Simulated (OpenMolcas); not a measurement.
**Run report: Ce³⁺ complex, multiconfigurational calculation**

Ce³⁺ with 8 ligands (F; cube, 2.423 Å), embedded in BaF2 by model potentials and point charges, whose field is part of the energies. Computed at this level: state-averaged CASSCF, active space 1 electron in the shell 4f, basis ANO-RCC-VDZP on the metal and ANO-RCC-VDZP on the ligands, DKH2 scalar Hamiltonian, spin-orbit coupling by RASSI with atomic mean-field integrals (OpenMolcas).

**Key numbers**

| quantity | value |
| --- | --- |
| outcome | converged |
| energy of the lowest spin-free term | −9652.07146 hartree |
| energy of the lowest spin-orbit level | −9652.07747 hartree |
| largest spread among components of a term | 0.0 cm⁻¹ |
| hardware | 1 thread of Arm Neoverse V1, 24 GiB of memory available, shared host |
| wall time | 21 s |
| peak memory | 0.6 GiB |

**Remarks**

Caveats: the geometry is set by hand, with no relaxation.

**Input**
```
&GATEWAY
Basis set
Ce.ANO-RCC-VDZP.
Ce1 0.0 0.0 0.0 Angstrom
End of basis
Basis set
F.ANO-RCC-VDZP.
L1 1.398920 1.398920 1.398920 Angstrom
L2 1.398920 1.398920 -1.398920 Angstrom
L3 1.398920 -1.398920 1.398920 Angstrom
L4 1.398920 -1.398920 -1.398920 Angstrom
End of basis
Basis set
Ba.EMB-AIMP.Pascual.0s.0s.ECP.BaF2.
PseudoCharge
* 21 symmetry-unique lattice sites within 7.6 angstrom
End of basis
Basis set
F.EMB-AIMP.Pascual.0s.0s.ECP.BaF2.
PseudoCharge
* 24 symmetry-unique lattice sites within 7.6 angstrom
End of basis
Symmetry
XYZ
AngMom=0.0 0.0 0.0
AMFI
RICD
XField
1364 Angstrom 0
* Evjen-weighted lattice charges
&SEWARD
&RASSCF
FileOrb=start.orb
Symmetry=2
Spin=2
nActEl=1 0 0
Inactive=35 32
Ras2=0 7
CIRoot=7 7 1
SDav=7
CIMx=300
Iter=150 100
PrWF=0.3
OrbListing=Nothing
MaxOrb=0
LevShft=1.0
>>> COPY $Project.JobIph JOB001
&RASSI
NrOfJobIphs=1 7
1 2 3 4 5 6 7
IphNames
JOB001
EJob
SpinOrbit
DIPRint=1.0
SOCoupling=1000.0
Subsets=2
Property=9
'ANGMOM' 1 'ANGMOM' 2 'ANGMOM' 3 'MLTPL  1' 1 'MLTPL  1' 2 'MLTPL  1' 3
'AMFI' 1 'AMFI' 2 'AMFI' 3
SOProperty=3
'ANGMOM' 1 'ANGMOM' 2 'ANGMOM' 3
```

The file start.orb holds starting orbitals from an earlier step. A driver script formed the levels outside the program, from RASSI's spin-orbit matrix and the active-space energies, averaged over the components of each term or state.

Run as:
```bash
OMP_NUM_THREADS=1 MOLCAS_MEM=2457 MOLCAS_PROJECT=a pymolcas a.inp > a.log  # once for each step of the input, in one work folder
```

**Log (extracts)**
```
--- SEWARD ---
Basis set label: CE.ANO-RCC...7S6P4D2F1G.

      Electronic valence basis set:
      ------------------
      Associated Effective Charge  58.000000 au
      Associated Actual Charge     58.000000 au
      Nuclear Model: Point charge

      Shell  nPrim  nBasis  Cartesian Spherical Contaminant
         s      25       7        X
         p      22       6        X
         d      15       4                 X
         f      11       2                 X
         g       4       1                 X
                  Relativistic Douglas-Kroll-Hess integrals:
                    - DKH order of Hamiltonian: 2
                    - DKH order of Properties : 0
                  Atomic mean-field integrals
--- RASSCF ---
Wave function specifications:
      -----------------------------

      Number of closed shell electrons         134
      Number of electrons in active shells       1
      Max number of holes in RAS1 space          0
      Max nr of electrons in RAS3 space          0
      Number of inactive orbitals               67
      Number of active orbitals                  7
      Number of secondary orbitals             106
      Spin quantum number                      0.5
      State symmetry                             2
Orbital specifications:
      -----------------------

      Symmetry species                           1   2
                                                ag  au
      Frozen orbitals                            0   0
      Inactive orbitals                         35  32
      Active orbitals                            0   7
      RAS1 orbitals                              0   0
      RAS2 orbitals                              0   7
      RAS3 orbitals                              0   0
      Secondary orbitals                        57  49
      Deleted orbitals                           0   0
      Number of basis functions                 92  88
      Number of CSFs                             7
      Number of root(s) required                 7
      Iter CI   SX   CI       RASSCF       Energy    max ROT     max BLB   max BLB  Level Ln srch  Step   QN
          iter iter root      energy       change     param      element    value   shift minimum  type update
 Nr of preliminary CI iterations:   1
      Total energies have been shifted. Add                -9000.00 au
        1   1    9    0  -651.15738305    0.00E+00  -5.38E-02   30  81 2 -3.27E-01*  0.73   0.00    SX    NO
        2   1    9    0  -651.99718303   -8.40E-01*  1.45E-02   30  36 1 -5.11E-02*  0.84   0.00    SX    NO
        3   1    9    0  -652.05275737   -5.56E-02*  6.59E-03   29  80 2  2.79E-02*  0.88   0.00    SX    NO
        4   1    8    0  -652.06462070   -1.19E-02*  3.76E-03   30  36 1 -1.37E-02*  0.90   0.00    SX    NO
        5   1    8    0  -652.06832452   -3.70E-03*  4.70E-03   30  36 1 -7.69E-03*  0.90   2.33    LS   YES
        6   1    8    0  -652.07011148   -1.79E-03*  8.51E-04   11  48 2 -4.00E-03*  0.91   1.06    QN   YES
        7   1    7    0  -652.07022447   -1.13E-04*  5.46E-04   11  48 2 -1.87E-03*  0.91   1.65    LS   YES
        8   1    7    0  -652.07024500   -2.05E-05* -3.28E-04   14  53 2 -9.52E-04*  0.91   1.01    QN   YES
        9   1    6    0  -652.07025500   -1.00E-05* -1.88E-04   12  36 2 -3.34E-04*  0.91   1.37    QN   YES
       10   1    6    0  -652.07025719   -2.20E-06*  7.82E-05   29  80 2  1.84E-04*  0.91   1.35    QN   YES
       11   1    5    0  -652.07025765   -4.58E-07*  2.45E-05   11  48 2  8.41E-05   0.91   1.31    QN   YES
       12   1    5    0  -652.07025772   -6.90E-08*  1.85E-05   10  47 2  3.12E-05   0.91   1.29    QN   YES
       13   1    4    0  -652.07025773   -8.45E-09  -6.57E-06   29  80 2 -9.16E-06   0.91   1.30    QN   YES
      Convergence after 13 iterations
       14   1    4    0  -652.07025773   -1.37E-09  -6.57E-06   20  38 1  3.23E-06   0.91   1.30    QN   YES
      Natural orbitals and occupation numbers for root  1
      sym 2:   1.000000   0.000000   0.000000   0.000000   0.000000   0.000000   0.000000
      Natural orbitals and occupation numbers for root  2
      sym 2:   0.000000   0.000000   0.000000  -0.000000  -0.000000   1.000000  -0.000000
      Natural orbitals and occupation numbers for root  3
      sym 2:  -0.000000   0.000000   0.000000   0.000000   0.000000  -0.000000   1.000000
::    RASSCF root number  1 Total energy:  -9652.07145845
::    RASSCF root number  2 Total energy:  -9652.07145845
::    RASSCF root number  3 Total energy:  -9652.07145845
::    RASSCF root number  4 Total energy:  -9652.07120182
::    RASSCF root number  5 Total energy:  -9652.07120182
::    RASSCF root number  6 Total energy:  -9652.07120182
::    RASSCF root number  7 Total energy:  -9652.06382331
--- RASSI ---
SPIN-FREE ENERGIES:
  (Shifted by EMIN (a.u.) =      -9652.0714584457)

 SF State       Relative EMIN(au)   Rel lowest level(eV)    D:o, cm**(-1)

     1             0.0000000000        0.0000000000              0.0000
     2             0.0000000000        0.0000000000              0.0000
     3             0.0000000000        0.0000000000              0.0000
     4             0.0002566229        0.0069830649             56.3222
     5             0.0002566229        0.0069830649             56.3222
     6             0.0002566229        0.0069830649             56.3222
     7             0.0076351340        0.2077625794           1675.7182
     Dipole printing threshold changed to   1.00000000E+00
Eigenvalues of complex Hamiltonian:
   -----------------------------------
  (Shifted by EMIN (a.u.) =      -9652.0714584457)

 SO State       Relative EMIN(au)   Rel lowest level(eV)    D:o, cm**(-1)

     1            -0.0060078566        0.0000000000              0.0000
     2            -0.0060078566        0.0000000000              0.0000
     3            -0.0060078566        0.0000000002              0.0000
     4            -0.0060078566        0.0000000002              0.0000
     5            -0.0040474447        0.0533455276            430.2607
     6            -0.0040474447        0.0533455276            430.2607
     7             0.0047428526        0.2925417023           2359.5080
     8             0.0047428526        0.2925417016           2359.5079
     9             0.0047428526        0.2925417023           2359.5080
    10             0.0047428526        0.2925417016           2359.5079
    11             0.0048489575        0.2954289626           2382.7953
    12             0.0048489575        0.2954289626           2382.7953
    13             0.0101334979        0.4392286321           3542.6178
    14             0.0101334979        0.4392286321           3542.6178
Weights of the five most important spin-orbit-free states for each spin-orbit state.

 SO State  Total energy (au)           Spin-free states, spin, and weights
 -------------------------------------------------------------------------------------------------------
    1        -0.006008       4 0.5  0.3186    5 0.5  0.2989    3 0.5  0.2185    2 0.5  0.0778    1 0.5  0.0728
    2        -0.006008       4 0.5  0.3186    5 0.5  0.3008    3 0.5  0.2200    2 0.5  0.0787    1 0.5  0.0705
    3        -0.006008       6 0.5  0.4072    1 0.5  0.1733    2 0.5  0.1683    5 0.5  0.1217    4 0.5  0.1020
    4        -0.006008       6 0.5  0.4091    1 0.5  0.1756    2 0.5  0.1674    5 0.5  0.1198    4 0.5  0.1020
    5        -0.004047       3 0.5  0.2746    2 0.5  0.2746    1 0.5  0.2746    7 0.5  0.1762    5 0.5  0.0000
    6        -0.004047       3 0.5  0.2746    2 0.5  0.2746    1 0.5  0.2746    7 0.5  0.1762    5 0.5  0.0000
    7         0.004743       3 0.5  0.3921    2 0.5  0.1977    5 0.5  0.1742    4 0.5  0.1436    6 0.5  0.0514
    8         0.004743       1 0.5  0.3790    2 0.5  0.2238    6 0.5  0.1952    4 0.5  0.1020    5 0.5  0.0720
    9         0.004743       3 0.5  0.3926    2 0.5  0.1969    5 0.5  0.1737    4 0.5  0.1441    6 0.5  0.0513
   10         0.004743       1 0.5  0.3798    2 0.5  0.2228    6 0.5  0.1943    4 0.5  0.1025    5 0.5  0.0724
   11         0.004849       6 0.5  0.3333    5 0.5  0.3333    4 0.5  0.3333    2 0.5  0.0000    3 0.5  0.0000
   12         0.004849       6 0.5  0.3333    5 0.5  0.3333    4 0.5  0.3333    2 0.5  0.0000    3 0.5  0.0000
```

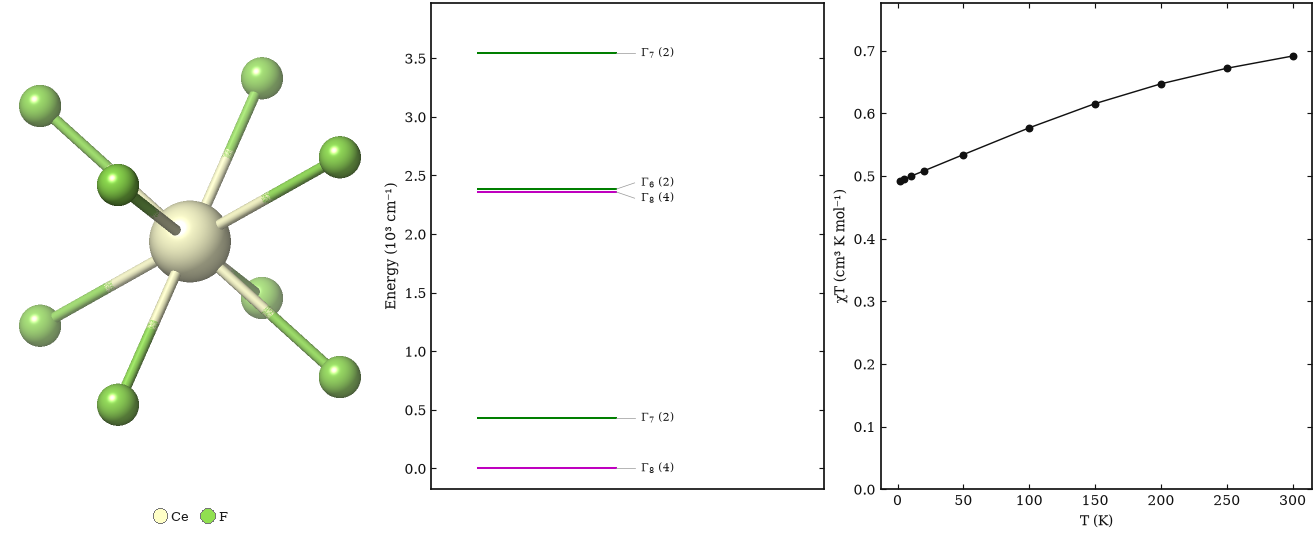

*Ce³⁺ (4f) as a dopant in BaF₂, a cluster with its 8 nearest F⁻ at 2.423 Å (cube) embedded in model potentials and point charges; the geometry was set, not optimised, and its levels and susceptibility. Labels give the representation in O, Td, D4 or D3 as the site allows (double group for half-integer spin) where it could be assigned and, in brackets, the degeneracy; spin-free states, where drawn, share the zero of the spin-orbit levels. Powder susceptibility by Van Vleck's formula.*

The ground level is Γ₈, 4-fold degenerate, 100 % from states of spin multiplicity 2, effective J = 2.51, with |mJ| = 1/2 the largest share (50 %). The next level lies at 430 cm⁻¹ (Γ₇). The lowest J multiplet spreads over 430 cm⁻¹. χT is 0.493 cm³ K mol⁻¹ at 2 K and 0.691 at 300 K, an effective moment of 2.35 μB. The active orbitals hold 99 to 100 % metal character (Löwdin), and the Mulliken charge of the metal is +2.40.
